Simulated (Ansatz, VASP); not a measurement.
# BiMo in two plane-wave programs

One calculation is typed for both programs; each brings its own data sets. How far apart do they land? The cell is invented: As first built, before any earlier steps moved the atoms (in the runner's words): it takes the MoP structure with some of its atoms replaced by other elements, volume scaled by an estimate. It may not be a known or stable phase. The cell is taken from a series of VASP runs on this material, whose earlier steps may have relaxed, scaled or displaced it; both programs get it as it stands. Valence electrons are named where the data sets of a main pair hold unlike numbers.

Main program and level: Ansatz 0.2.0; plane waves, with VASP 6.6.1 beside it; band structure at PBEsol, single point at PBEsol and electric field gradients at PBEsol.

**1. The structure**

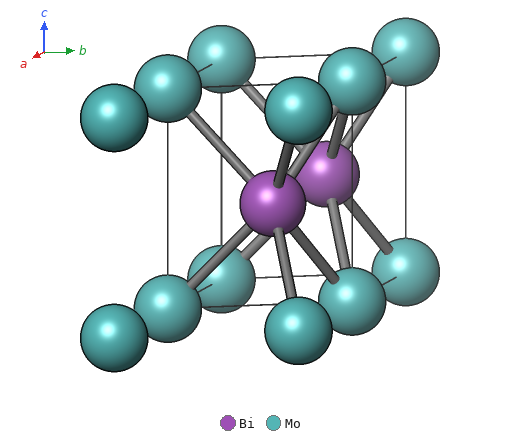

Start, viewed slightly off an axis; bismuth purple, molybdenum teal. 2×1×1 cells are drawn. Bonds to atoms that aren't drawn are left out. Some periodic images of atoms are drawn too.

Structure file:

```xyz
2
Lattice="3.4210 0.0000 0.0000 -1.7105 2.9626 0.0000 0.0000 0.0000 4.0249" Properties=species:S:1:pos:R:3 pbc="T T T"
Bi    0.0000    1.9751    2.0124
Mo    0.0000    0.0000    0.0000
```

**2. VASP: band structure, PBEsol**

A single point gives forces, pressure and levels at one fixed geometry, so differences don't come from the geometry; what else differs is listed under the comparison.

Lines of VASP's logs that name or quote its potential files are left out, and so is its time.

The input, INCAR:

```
SYSTEM = BiMo
PREC = Accurate
ENCUT = 400
EDIFF = 1E-06
NELM = 100
ISMEAR = -1
SIGMA = 0.05
LREAL = .FALSE.
ALGO = Normal
GGA = PS
LORBIT = 11
LWAVE = .FALSE.
LCHARG = .FALSE.
```

The input, POSCAR:

```
BiMo
1.0
    3.4209598355     -0.0000000011      0.0000000000
   -1.7104804261      2.9626387113      0.0000000000
    0.0000000000      0.0000000000      4.0248662668
Bi Mo
1 1
Direct
    0.3333333300      0.6666666700      0.5000000000
    0.0000000000      0.0000000000      0.0000000000
```

The input, KPOINTS:

```
Automatic mesh
0
Gamma
8 8 6
0 0 0
```

The input, KPOINTS_OPT:

```
Line mode
16
Line-mode
Reciprocal
  0.00000000   0.00000000   0.00000000 GAMMA
  0.50000000   0.00000000   0.00000000 M

  0.50000000   0.00000000   0.00000000 M
  0.33333333   0.33333333   0.00000000 K

  0.33333333   0.33333333   0.00000000 K
  0.00000000   0.00000000   0.00000000 GAMMA

  0.00000000   0.00000000   0.00000000 GAMMA
  0.00000000   0.00000000   0.50000000 A

  0.00000000   0.00000000   0.50000000 A
  0.50000000   0.00000000   0.50000000 L

  0.50000000   0.00000000   0.50000000 L
  0.33333333   0.33333333   0.50000000 H

  0.33333333   0.33333333   0.50000000 H
  0.00000000   0.00000000   0.50000000 A

  0.50000000   0.00000000   0.50000000 L
  0.50000000   0.00000000   0.00000000 M

  0.33333333   0.33333333   0.00000000 K
  0.33333333   0.33333333   0.50000000 H
```

Potentials, in the order of the species: Bi_d and Mo_sv (PBE family, release 64).

Run with:

```sh
> mpirun -np 1 vasp_std
```

Numbers of over 12 decimals in the logs are rounded to 6 here.

Output:

```text
[banner, memory and clock lines left out]
running    1 mpi-ranks, on    1 nodes
 distrk:  each k-point on    1 cores,    1 groups
 distr:  one band on    1 cores,    1 groups

 POSCAR found type information on POSCAR BiMo
 POSCAR found :  2 types and       2 ions
|                                                                             |
|               ----> ADVICE to this user running VASP <----                  |
|                                                                             |
|     You enforced a specific xc type in the INCAR file but a different       |
|     [... a line on the potential file left out ...]
|     I HOPE YOU KNOW WHAT YOU ARE DOING!                                     |
|                                                                             |

 LDA part: xc-table for (Slater+PW92), standard interpolation
 POSCAR, INCAR and KPOINTS ok, starting setup
 FFT: planning ... GRIDC
 FFT: planning ... GRID_SOFT
 FFT: planning ... GRID
 WAVECAR not read
 entering main loop
       N       E                     dE             d eps       ncg     rms          rms(c)
DAV:   1     0.265778100590E+03    0.26578E+03   -0.13859E+04  1442   0.167E+03
DAV:   2     0.151574366914E+01   -0.26426E+03   -0.25937E+03  1468   0.465E+02
DAV:   3    -0.146733258746E+02   -0.16189E+02   -0.15630E+02  1876   0.120E+02
DAV:   4    -0.151405985721E+02   -0.46727E+00   -0.46059E+00  1696   0.181E+01
DAV:   5    -0.151526491213E+02   -0.12051E-01   -0.12027E-01  1848   0.302E+00    0.108E+01
DAV:   6    -0.147120387796E+02    0.44061E+00   -0.25453E+00  1548   0.110E+01    0.257E+00
DAV:   7    -0.146364526378E+02    0.75586E-01   -0.32673E-01  1684   0.528E+00    0.221E+00
DAV:   8    -0.146152920847E+02    0.21161E-01   -0.72297E-02  1574   0.244E+00    0.288E-01
DAV:   9    -0.146145300443E+02    0.76204E-03   -0.33405E-03  1690   0.634E-01    0.744E-02
DAV:  10    -0.146144842162E+02    0.45828E-04   -0.25309E-04  1932   0.197E-01    0.265E-02
DAV:  11    -0.146144806432E+02    0.35730E-05   -0.16328E-05  1752   0.449E-02    0.585E-03
DAV:  12    -0.146144798456E+02    0.79762E-06   -0.45226E-06  1496   0.237E-02
   1 F= -.14614480E+02 E0= -.14601723E+02  d E =-.255141E-01
 Start KPOINTS_OPT (optional k-point list driver)
k-point batch [1-40\144]
       N       E                     dE             ncg
DAV:   1    -0.297436334772E+03   -0.28169E+05     1448
DAV:   2    -0.108703533312E+05   -0.10573E+05     1480
DAV:   3    -0.115008112753E+05   -0.63046E+03     1814
DAV:   4    -0.115178878583E+05   -0.17077E+02     1712
DAV:   5    -0.115183583110E+05   -0.47045E+00     1796
DAV:   6    -0.115183777166E+05   -0.19406E-01     2004
DAV:   7    -0.115183780320E+05   -0.31538E-03     1822
DAV:   8    -0.115183780366E+05   -0.46693E-05     1438
DAV:   9    -0.115183780369E+05   -0.22997E-06      956
[...]
k-point batch [121-144\144]
       N       E                     dE             ncg
DAV:   1     0.126429008786E+05   -0.24174E+05      864
DAV:   2     0.646484347140E+04   -0.61781E+04      888
DAV:   3     0.610776842741E+04   -0.35708E+03     1100
DAV:   4     0.609811437206E+04   -0.96541E+01     1098
DAV:   5     0.609789408543E+04   -0.22029E+00     1156
DAV:   6     0.609788753654E+04   -0.65489E-02     1160
DAV:   7     0.609788741476E+04   -0.12178E-03     1174
DAV:   8     0.609788741166E+04   -0.30985E-05      844
DAV:   9     0.609788741149E+04   -0.16289E-06      692
```

OUTCAR, selected parts (step 2):

```text
ion  position               nearest neighbor table
   1  0.333  0.667  0.500-   2 2.82   2 2.82   2 2.82   2 2.82   2 2.82   2 2.82
   2  0.000  0.000  0.000-   1 2.82   1 2.82   1 2.82   1 2.82   1 2.82   1 2.82

  LATTYP: Found a hexagonal cell.
 ALAT       =     3.4209598355
 C/A-ratio  =     1.1765312837

 Subroutine GETGRP returns: Found 12 space group operations
 (whereof 12 operations were pure point group operations)

The static configuration has the point symmetry D_3h.

 Found     40 irreducible k-points:

   k-points           NKPTS =     40   k-points in BZ     NKDIM =     40   number of bands    NBANDS=     18

   dimension x,y,z NGX =    24 NGY =   24 NGZ =   28
   dimension x,y,z NGXF=    48 NGYF=   48 NGZF=   56

   ENCUT  =  400.0 eV  29.40 Ry    5.42 a.u.   5.58  5.58  6.56*2*pi/ulx,y,z

   NELECT =      29.0000    total number of electrons

 k-points in reciprocal lattice and weights: Automatic mesh
   0.00000000  0.00000000  0.00000000       0.003
   0.12500000  0.00000000  0.00000000       0.016
   0.25000000  0.00000000  0.00000000       0.016
   0.37500000  0.00000000  0.00000000       0.016
   0.50000000  0.00000000  0.00000000       0.008
   0.12500000  0.12500000  0.00000000       0.016
   0.25000000  0.12500000  0.00000000       0.031
   0.37500000  0.12500000  0.00000000       0.031
   0.25000000  0.25000000  0.00000000       0.016
[...]
0.25000000  0.25000000  0.50000000       0.016
   0.37500000  0.25000000  0.50000000       0.016

 average (electrostatic) potential at core
       1 -99.5464       2 -70.1593

 E-fermi :  11.2145

 k-point     1 :       0.0000    0.0000    0.0000
  band No.  band energies     occupation
    ...
     12       9.4001      2.00000
     13       9.6435      2.00000
     14       9.6435      2.00000
     15      11.2388      0.76150
     16      11.2388      0.76149
     17      15.4621      0.00000
     18      16.7701      0.00000

 k-point     2 :       0.1250    0.0000    0.0000
  band No.  band energies     occupation
    ...
     11       8.4163      2.00000
     12       8.8837      2.00000
     13       9.1809      2.00000
     14       9.8633      2.00000
     15      11.2100      1.04496
     16      12.0703      0.00000
     17      14.0539      0.00000
     18      15.9137      0.00000

 k-point     3 :       0.2500    0.0000    0.0000
  band No.  band energies     occupation
    ...
     11       7.6796      2.00000
     12       8.2291      2.00000
     13       8.9297      2.00000
     14      10.4641      2.00000
     15      11.1423      1.61820
     16      12.4668      0.00000
     17      13.5647      0.00000
     18      14.4844      0.00000

  Total        0.0836057      0.0836057     -0.0762072     -0.0000000     -0.0000000      0.0000000
  in kB        3.2837350      3.2837363     -2.9931486     -0.0000006     -0.0000000      0.0000000
  external PRESSURE =       1.1914409 kB  Pullay stress =       0.0000000 kB

  energy-cutoff  :      400.00
  volume of cell :       40.79
      direct lattice vectors                 reciprocal lattice vectors
     3.420959836 -0.000000001  0.000000000     0.292315621  0.168768519  0.000000000
    -1.710480426  2.962638711  0.000000000     0.000000000  0.337536938  0.000000000
     0.000000000  0.000000000  4.024866267     0.000000000  0.000000000  0.248455460

 POSITION                                       TOTAL-FORCE (eV/Angst)
 -----------------------------------------------------------------------------------
     -0.00000      1.97509      2.01243        -0.000000      0.000000      0.000000
      0.00000      0.00000      0.00000         0.000000     -0.000000      0.000000
 -----------------------------------------------------------------------------------
    total drift:                                0.000017     -0.000005     -0.000000

  FREE ENERGIE OF THE ION-ELECTRON SYSTEM (eV)
  ---------------------------------------------------
  free  energy   TOTEN  =       -14.6144798456 eV

  energy  without entropy=      -14.5889657419  energy(sigma->0) =      -14.60172279

 total charge
# of ion       s       p       d       tot
------------------------------------------
    1        1.422   1.636   9.993  13.050
    2        2.228   6.099   4.067  12.393
--------------------------------------------------
tot          3.650   7.735  14.059  25.444

[... 3 further parts left out ...]
```

This run has no spin polarisation. Its electron count is odd, so without a moment it is a metal by construction. The k-mesh is coarse for a metal. Spin-orbit coupling is off here; with elements this heavy it splits and shifts levels by tenths of an eV or more. The PAW data sets were made with PBE, which is usual practice but a small mismatch for other functionals.

**3. Ansatz: band structure, PBEsol**

Ansatz runs on its default PAW (the set named soft_2) files.

The same cell, functional, mesh and smearing now go to Ansatz, which takes its cutoff from its data sets.

The input, input.yaml:

```yaml
crystal:
  lattice:
    - [3.4209598355, -1.1e-09, 0.0]
    - [-1.7104804261, 2.9626387113, 0.0]
    - [0.0, 0.0, 4.0248662668]
  atoms:
    - { symbol: Bi, position: [0.33333333, 0.66666667, 0.5] }
    - { symbol: Mo, position: [0.0, 0.0, 0.0] }
hamiltonian:
  xc: pbesol
  pseudopotentials: { kind: paw }
kpoints:
  mp_grid: { grid: [8, 8, 6] }
  band_path:
    path:
      - [0.0, 0.0, 0.0]
      - [0.13333, 0.0, 0.0]
      - [0.3, 0.0, 0.0]
      - [0.46667, 0.0, 0.0]
      - [0.46667, 0.06667, 0.0]
      - [0.41111, 0.17778, 0.0]
      - [0.35556, 0.28889, 0.0]
      - [0.28889, 0.28889, 0.0]
      - [0.17778, 0.17778, 0.0]
      - [0.06667, 0.06667, 0.0]
      - [0.0, 0.0, 0.03333]
      - [0.0, 0.0, 0.2]
      - [0.0, 0.0, 0.36667]
      - [0.0, 0.0, 0.5]
      - [0.16667, 0.0, 0.5]
      - [0.3, 0.0, 0.5]
      - [0.46667, 0.0, 0.5]
      - [0.46667, 0.06667, 0.5]
      - [0.41111, 0.17778, 0.5]
      - [0.35556, 0.28889, 0.5]
      - [0.28889, 0.28889, 0.5]
      - [0.17778, 0.17778, 0.5]
      - [0.06667, 0.06667, 0.5]
      - [0.5, 0.0, 0.46667]
      - [0.5, 0.0, 0.3]
      - [0.5, 0.0, 0.13333]
      - [0.33333, 0.33333, 0.0]
      - [0.33333, 0.33333, 0.16667]
      - [0.33333, 0.33333, 0.33333]
      - [0.33333, 0.33333, 0.5]
    npoints: 1
scf:
  occupations: { method: fermi_dirac, width: 0.05 }
  n_extra_bands: 7
output:
  forces: true
  stress: true
  eigenvalues: true
  write_density: true
  write_potential: true
  elf: true
  volumetric_format: npy
```

Run with:

```sh
> ansatz run input.yaml --threads 2 --pin off --max-ram 4608MiB --backend cpu --events-out ev --progress --plain --runs-dir out
```

Output:

```text
Warning: the atoms were moved onto the symmetric positions of the space group found under crystal.symmetry.tolerance 1.0e-5 (fractional; no operation is sought that the atoms, as they stand in a round, miss by more than twice it, and no atom is moved by as much as it), and the run uses the moved positions. Before a round's move an operation carried an atom to 1.71e-8 Å from where it should land, the largest such dist [...]
scf.n_extra_bands = 7 over 15 filled bands (N_el = 29.0): the run solves 22 bands
Engine: ansatz 0.2.0, aarch64-unknown-linux-gnu
Pseudopotentials: kind: paw
Pseudopotential: Bi, paw, valence charge 15, recommended cutoff 420 eV (normal), Bi.paw.azcp
Pseudopotential: Mo, paw, valence charge 14, recommended cutoff 420 eV (normal), Mo.paw.azcp
Functional definition: PBEsol
  exchange = pbesol_x
  correlation = pbesol_c
Crystal: 2 atoms, lattice volume = 40.792 Å³
Basis set: ecut = 420 eV, 793 PW (Γ), exchange–correlation on 48×48×54 points (8 copies of the dense FFT grid, shifted against one another)
Bands: 22, of which v1, the nominal top of the filled ones, is band 15 counted from 1 (14 counted from 0)
Symmetry: 12 space group operations
Space group: P-6m2 (ITA 187), of the structure as read, at distance tolerance 3.4e-5 Å
k-points: 40 of 384 (time reversal used)
Non-local potential: Bi, projectors of the file, l = 0: 2, l = 1: 2, l = 2: 2, l = 3: 2
Non-local potential: Mo, projectors of the file, l = 0: 3, l = 1: 2, l = 2: 2, l = 3: 1
PAW form: soft (Blöchl's): semilocal exchange-correlation on the pseudo side does not see the compensation charge
PAW frozen core: Bi, regenerated for the run's functional, and the local potential with it (the file was generated under x = pbe(κ = 0.804, μ = 0.219515), c = pbe(β = 0.066725))
PAW frozen core: Mo, regenerated for the run's functional, and the local potential with it (the file was generated under x = pbe(κ = 0.804, μ = 0.219515), c = pbe(β = 0.066725))
PAW one-centre angular grid: Bi, 590 points (default); XC on 64 Gauss nodes
PAW one-centre angular grid: Mo, 590 points (default); XC on 64 Gauss nodes
Initial density: superposition of atomic densities (neutral atoms: chi_scale 0, normalization atom), corrected by the library's trained network
Initial wavefunctions: pseudopotential atomic-orbital guess
Functional: x = pbesol(κ = 0.804, μ = 0.123457), c = pbesol(β = 0.046)
SCF iter   1: F=—  HF=-17138.011981 eV  |F-HF|=—  |Δ(HF+E_count)|=         —  Δρ=7.27e-3  dr2=1.56e-2  ethr=1.77e-3  ⟨swp⟩=5.8  Hψ=4296  notcnv=0  defer=4
preconditioner: auto → none  [metal: Δε(μ)=0.011 eV  Ē_g=18.897 eV  σ=0.050 eV  W_gap=0.05  n_scr=8 (ndim 8)  ℏωp=26.6 eV  f_vac=0.000  D(μ)=3.18/eV (n_scr^D=28)  sad-step TF]
SCF iter   2: F=—  HF=-17138.010708 eV  |F-HF|=—  |Δ(HF+E_count)|=   1.27e-3  Δρ=4.35e-3  dr2=7.14e-3  ethr=5.39e-5  ⟨swp⟩=1.4  Hψ=1248  notcnv=0  defer=40
SCF iter   3: F=—  HF=-17138.009477 eV  |F-HF|=—  |Δ(HF+E_count)|=   1.23e-3  Δρ=6.60e-4  dr2=1.41e-4  ethr=2.46e-5  ⟨swp⟩=1.6  Hψ=865  notcnv=0  defer=40
SCF iter   4: F=—  HF=-17138.009440 eV  |F-HF|=—  |Δ(HF+E_count)|=   3.68e-5  Δρ=1.69e-4  dr2=8.45e-6  ethr=4.86e-7  ⟨swp⟩=2.2  Hψ=1311  notcnv=0  defer=40
SCF iter   5: F=—  HF=-17138.009483 eV  |F-HF|=—  |Δ(HF+E_count)|=   4.23e-5  Δρ=3.72e-5  dr2=6.85e-7  ethr=2.91e-8  ⟨swp⟩=2.2  Hψ=1108  notcnv=0  defer=40
SCF iter   6: F=-17138.009483 eV  HF=-17138.009483 eV  |F-HF|=3.91e-9  |Δ(HF+E_count)|=   1.23e-7  Δρ=8.14e-6  dr2=9.73e-9  ethr=3.45e-10  ⟨swp⟩=13.6  Hψ=6388  notcnv=0
SCF 1 converged in 6 iterations: F = -17138.009483 eV  dr2 = 9.73e-9
  Residual-converged pass: ⟨swp⟩=1.0  Hψ=1040  notcnv=0  max |occ|·‖R‖ = 7.0e-9 eV (tolerance 1.0e-8 eV)  dr2=9.73e-9  dr2_onsite=9.72e-10  max |Δocc| = 2.0e-10
  greatest PAW one-centre occupation: 0.999 electrons in one spin orbital (limit 2), on the Mo atom at site 1 (counted from 0), in its partial waves of l = 0
NSCF: frozen V_eff on 30 k-points
SCF converged after 6 iterations
Free energy (F): -17138.009483 eV
Harris-Foulkes:  -17138.009483 eV  (|F-HF|=3.91e-9)
Internal energy: -17137.984025 eV  (E = F + TS)
E sigma→0 (E₀):  -17137.996754 eV
Entropy (-TS):   -0.025458 eV (-12.729 meV/atom)
Fermi energy:    17.398585 eV
--- Per-component energies (eV) ---
  E_band       = -104.090889
  E_kinetic    = 748.149672
  E_local      = -2120.326653  (includes V_loc(G=0)·N_el)
  E_nonlocal   = 709.531593
  E_hartree    = 683.234571
  E_xc         = -331.923095
  E_vxc        = -372.002723  (∫ρ·V_xc dr)
  E_paw        = -13656.416842  (= ΣΔE_a)
  E_vpaw       = -435.912913  (= ΣTr[D̂ρ^β])
  E_aug_tail   = -0.000437  (compensation charges beyond the density's cutoff)
  E_ewald      = -3170.531885
  E_core_change = 0.299052  (= ΣΔE_core)
  E_smearing   = -0.025458  (= −TS)
  E_closure    = 0.000000  (closes the sum)
  Σ components = -17138.009483   (vs F -17138.009483, Δ=0.00e0)
--- Forces (eV/Å), atoms counted from 1 ---
  atom   1  Bi     0.00000000     0.00000000     0.00000000
  atom   2  Mo     0.00000000    -0.00000000    -0.00000000
  max |Σ_I F_I| component: 5.55e-17 eV/Å
--- Stress (GPa, compression-positive) ---
        0.518336       0.000000       0.000000
        0.000000       0.518336      -0.000000
        0.000000      -0.000000      -0.179322
  P = ⅓ Tr σ = 0.2858 GPa (2.858 kbar)
--- Band table (eV; the first three rows and the last of 40) ---
  k-point 0: bands = [... 11 lower, 15.5812, 15.8286, 15.8286, 17.4206, 17.4206, 21.6570, 22.9580, 22.9580, ... 3 higher]
  k-point 1: bands = [... 11 lower, 15.9315, 15.9429, 15.9429, 17.2978, 17.2978, 22.9414, 22.9414, 23.0991, ... 3 higher]
  k-point 2: bands = [... 11 lower, 16.2435, 16.2435, 16.3124, 17.0033, 17.0033, 22.7613, 22.7613, 25.0357, ... 3 higher]
  k-point 39: bands = [... 11 lower, 13.3091, 14.2682, 16.0211, 17.5172, 19.1279, 20.1286, 20.7319, 21.0223, ... 3 higher]
```

Elapsed: 5 s, on 2 threads of Arm Neoverse N1, shared host; peak memory 0.34 GiB; 9.2 s of CPU time.

The column dr2 measures how far the density is from self-consistency, as an energy; F and HF (Harris–Foulkes) agree once it is small.

**4. Comparison**

Known differences besides the potentials themselves: the cutoff is 420 eV in Ansatz and 400 eV in VASP; Ansatz makes its cores anew for this functional, VASP keeps those of its PBE data sets; VASP leaves aspherical gradient terms in its spheres out (LASPH is not set), Ansatz keeps them. Total energies have different zeros and are not compared.

Compared:

| quantity | Ansatz | VASP | difference |
| --- | --- | --- | --- |
| pressure (GPa) | 0.29 | 0.12 | +0.17 |

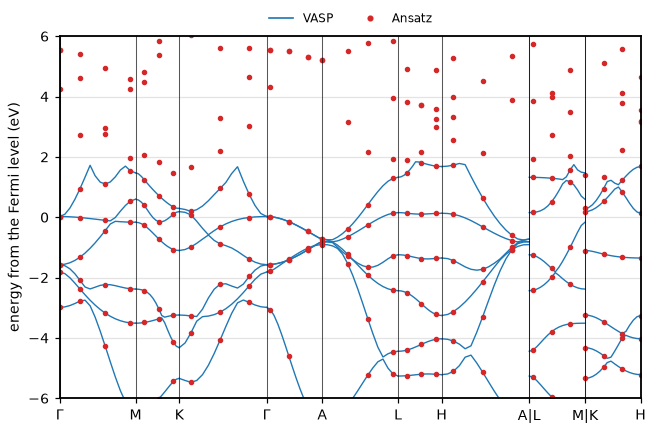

Bands from VASP (lines) and levels from Ansatz (dots). Dots without a line are higher empty bands that the VASP plot leaves out.

Levels from 3 eV below to 2 eV above the Fermi level differ by 2 meV r.m.s. and 5 meV at most; each VASP level is matched to the nearest of Ansatz, which flatters the figure a little. Ansatz's pressure holds a Pulay correction of 0.04 GPa; VASP's holds none.

(Continued in part 2 of 2.)

[Lines on the potential files, build, host, timing and source positions are cut from VASP's logs without a mark.]

[Logs are printed without paths, hosts, clocks, repeated set-up lines and the standing remarks that a program may print on its own settings, such as how far it seeks lower states.]

[Hosts, paths, dates, database ids (printed as entryN), source tags and the programs' standing remarks are cut or masked in the printed files.]
